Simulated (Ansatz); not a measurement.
# C2H3AlO: basis-set convergence

How large a basis does C2H3AlO need? Two functionals are run in growing sets.

Program: Ansatz 0.2.0, Gaussian basis. Level of theory: one geometry, several basis sets. These are calculated values, not measurements.

The runs, in order: PBE0-D4/def2-SVP; ωB97M-V/def2-SVP; PBE0-D4/def2-QZVPP; ωB97M-V/def2-QZVPP; the functionals' def2-TZVPP values are taken from earlier runs.

## 1. The geometry

An earlier PBE0-D4 in a triple-zeta def2 set relaxation fixed the geometry.

SMILES `C=[C]1[O][AlH]1`, 7 atoms, charge 0, spin multiplicity 1.

Atoms are counted from 1 here; the program's logs count them from 0.

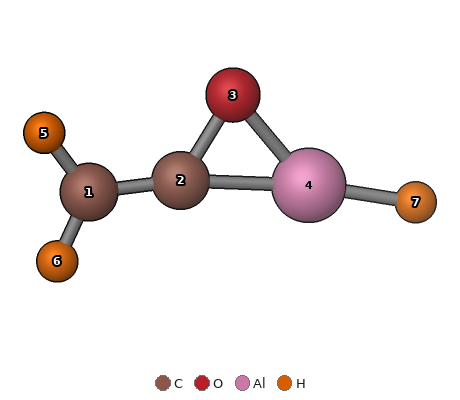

The geometry (carbon brown, oxygen red, aluminium pink, hydrogen orange); atoms are numbered from 1 in the order of the file.

## 2. PBE0-D4 in def2-SVP

The input, in.yaml:

```yaml
crystal:
  periodic: [false, false, false]
  atoms:
    - {symbol: C, position_ang: [-0.566938, 0.915987, 0.957177]}
    - {symbol: C, position_ang: [-0.051791, 0.078408, 0.075463]}
    - {symbol: O, position_ang: [1.080965, -0.758255, 0.246907]}
    - {symbol: Al, position_ang: [0.445419, -0.999128, -1.340502]}
    - {symbol: H, position_ang: [-0.129771, 1.031914, 1.944780]}
    - {symbol: H, position_ang: [-1.439574, 1.502395, 0.702928]}
    - {symbol: H, position_ang: [0.722890, -1.839420, -2.632452]}
basis:
  gaussian: {orbitals: def2-SVP}
hamiltonian: {xc: pbe0, dispersion: d4}
output: {orbitals: {seedname: orbitals}}
```

Run with:

```bash
$ ansatz run in.yaml --threads 2 --pin off --events-out ev --progress --plain --max-ram 4352MiB
```

The program printed:

```text
Functional definition: PBE0
  name "PBE0"
  cite "Adamo & Barone, J. Chem. Phys. 110, 6158 (1999) doi:10.1063/1.478522"
  cite "Perdew, Burke & Ernzerhof, Phys. Rev. Lett. 77, 3865 (1996) doi:10.1103/PhysRevLett.77.3865"
  parent pbe
  parameter a = 0.25
  parameter kappa = 0.804
  parameter beta = 0.06672455060314922
  exchange = (1 - a)*pbe_x(kappa = kappa, mu = beta*pi^2/3) + a*exact_x
  correlation = pbe_c(beta = beta)
859 factors; their error is unknown
mean field evaluation 1: about -10744.8252 eV, gradient 5.3e1 eV
mean field evaluation 2: about -10704.0896 eV, gradient 1.3e2 eV
mean field evaluation 4: about -10751.3554 eV, gradient 1.4e1 eV
mean field evaluation 8: about -10751.8018 eV, gradient 3.1e-2 eV
mean field evaluation 16: about -10751.9042 eV, gradient 5.3e-5 eV
mean field -10751.90424548 eV, -395.1251931190 hartree, gradient 5.3e-5 eV, S^2 0.000000; 0 other end points of the search recorded, 0 dependent functions left out
reference -10751.90427392 eV, -395.1251941639 hartree; 18, 18 occupied and 57, 57 virtual orbitals, 859 factors
Total energy: -10752.00464077 eV, -395.1288825778 hartree
```

It took 0.7 s on 2 threads of Arm Neoverse V2, shared host.

## 3. ωB97M-V in def2-SVP

in.yaml, as its differences from that of step 2:

```diff
@@ -12,3 +12,3 @@
   gaussian: {orbitals: def2-SVP}
-hamiltonian: {xc: pbe0, dispersion: d4}
+hamiltonian: {xc: {name: wB97M-V}}
 output: {orbitals: {seedname: orbitals}}
```

Launched as before.

The program printed (excerpt; [...] marks lines left out):

```text
Functional definition: wB97M-V
  name "wB97M-V"
  cite "Mardirossian & Head-Gordon, J. Chem. Phys. 144, 214110 (2016) doi:10.1063/1.4952647"
  cite "Becke, J. Chem. Phys. 107, 8554 (1997) doi:10.1063/1.475007"
  cite "Vydrov & Van Voorhis, J. Chem. Phys. 133, 244103 (2010) doi:10.1063/1.3521275"
  # Of w^i u^j: cxij and so on, Table III.
[...]
  gx(w, u) = 1 - cx + cx01*u + cx10*w
  gss(w, u) = css00 + css04*u^4 + css10*w + css20*w^2 + css43*w^4*u^3
  gos(w, u) = cos00 + cos10*w + (cos20 + cos21*u)*w^2 + (cos60 + cos61*u)*w^6
[...]
      + integral(e_c_pw_mod_opposite_spin*gos(b97_w_opposite, b97_u_opposite)) + vv10(b, c)
840 factors; their error is unknown
207 factors; integrals over basis functions are off by at most 1.0e-5 eV
[...]
mean field -10757.82174728 eV, -395.3426572990 hartree, gradient 4.2e-5 eV, S^2 0.000000; 0 other end points of the search recorded, 0 dependent functions left out
reference -10757.82179253 eV, -395.3426589619 hartree; 18, 18 occupied and 57, 57 virtual orbitals, 840 factors
Total energy: -10757.82179253 eV, -395.3426589619 hartree
```

Run time: 3.1 s. Hardware: 2 threads of Arm Neoverse V2, shared host.

## 4. PBE0-D4 in def2-QZVPP

in.yaml, as its differences from that of step 3:

```diff
@@ -11,4 +11,4 @@
 basis:
-  gaussian: {orbitals: def2-SVP}
-hamiltonian: {xc: {name: wB97M-V}}
+  gaussian: {orbitals: "def2-QZVPP.json"}
+hamiltonian: {xc: pbe0, dispersion: d4}
 output: {orbitals: {seedname: orbitals}}
```

The command is unchanged.

The program printed:

```text
Functional definition: PBE0
  name "PBE0"
  cite "Adamo & Barone, J. Chem. Phys. 110, 6158 (1999) doi:10.1063/1.478522"
  cite "Perdew, Burke & Ernzerhof, Phys. Rev. Lett. 77, 3865 (1996) doi:10.1103/PhysRevLett.77.3865"
  parent pbe
  parameter a = 0.25
  parameter kappa = 0.804
  parameter beta = 0.06672455060314922
  exchange = (1 - a)*pbe_x(kappa = kappa, mu = beta*pi^2/3) + a*exact_x
  correlation = pbe_c(beta = beta)
1111 factors; their error is unknown
mean field evaluation 1: about -10749.9970 eV, gradient 6.5e1 eV
mean field evaluation 2: about -10680.6757 eV, gradient 1.6e2 eV
mean field evaluation 4: about -10758.9360 eV, gradient 1.8e1 eV
mean field evaluation 8: about -10759.5949 eV, gradient 1.9e-1 eV
mean field evaluation 16: about -10759.6015 eV, gradient 1.5e-4 eV
mean field -10759.60148300 eV, -395.4080613803 hartree, gradient 1.8e-5 eV, S^2 0.000000; 0 other end points of the search recorded, 0 dependent functions left out
reference -10759.60152177 eV, -395.4080628053 hartree; 18, 18 occupied and 313, 313 virtual orbitals, 1111 factors
Total energy: -10759.70188863 eV, -395.4117512192 hartree
```

It took 4.3 s on 2 threads of Arm Neoverse V2, shared host; peak memory 0.73 GiB.

## 5. ωB97M-V in def2-QZVPP

in.yaml, as its differences from that of step 4:

```diff
@@ -12,3 +12,3 @@
   gaussian: {orbitals: "def2-QZVPP.json"}
-hamiltonian: {xc: pbe0, dispersion: d4}
+hamiltonian: {xc: {name: wB97M-V}}
 output: {orbitals: {seedname: orbitals}}
```

Same command.

The program printed (excerpt; [...] marks lines left out):

```text
Functional definition: wB97M-V
  name "wB97M-V"
  cite "Mardirossian & Head-Gordon, J. Chem. Phys. 144, 214110 (2016) doi:10.1063/1.4952647"
  cite "Becke, J. Chem. Phys. 107, 8554 (1997) doi:10.1063/1.475007"
  cite "Vydrov & Van Voorhis, J. Chem. Phys. 133, 244103 (2010) doi:10.1063/1.3521275"
  # Of w^i u^j: cxij and so on, Table III.
[...]
  gx(w, u) = 1 - cx + cx01*u + cx10*w
  gss(w, u) = css00 + css04*u^4 + css10*w + css20*w^2 + css43*w^4*u^3
  gos(w, u) = cos00 + cos10*w + (cos20 + cos21*u)*w^2 + (cos60 + cos61*u)*w^6
[...]
      + integral(e_c_pw_mod_opposite_spin*gos(b97_w_opposite, b97_u_opposite)) + vv10(b, c)
1068 factors; their error is unknown
285 factors; integrals over basis functions are off by at most 2.2e-5 eV
[...]
mean field -10765.64467706 eV, -395.6301446661 hartree, gradient 8.0e-5 eV, S^2 0.000000; 0 other end points of the search recorded, 0 dependent functions left out
reference -10765.64474049 eV, -395.6301469970 hartree; 18, 18 occupied and 313, 313 virtual orbitals, 1068 factors
Total energy: -10765.64474049 eV, -395.6301469970 hartree
```

Run time: 12 s. Hardware: 2 threads of Arm Neoverse V2, shared host; peak memory 0.91 GiB.

## 6. Functionals by basis

The def2-TZVPP values come from earlier runs at the same geometry.

```tsv
functional	basis	functions	energy (eV)	from the largest (eV)	HOMO (eV)	LUMO (eV)
PBE0-D4	def2-SVP	75	-10752.0046	7.697	-6.28	-1.33
PBE0-D4	def2-TZVPP	177	-10759.2592	0.443	-6.40	-1.48
PBE0-D4	def2-QZVPP	331	-10759.7019	0.000	-6.43	-1.54
ωB97M-V	def2-SVP	75	-10757.8218	7.823	-8.49	0.39
ωB97M-V	def2-TZVPP	177	-10765.2215	0.423	-8.61	0.15
ωB97M-V	def2-QZVPP	331	-10765.6447	0.000	-8.64	-0.06
```

## 7. What came out

| quantity | value |
| --- | --- |
| PBE0-D4: double and triple zeta above quadruple | 7.70, 0.44 eV |
| ωB97M-V: double and triple zeta above quadruple | 7.82, 0.42 eV |

What this shows: PBE0-D4 gains 7.25 eV from double to triple zeta, then 0.44 eV more. These are total energies; as a rule much of such shifts cancels in differences, which this series doesn't test.

For PBE0-D4 the largest set took about 6 times as long as the smallest (4.3 s against 0.7 s).
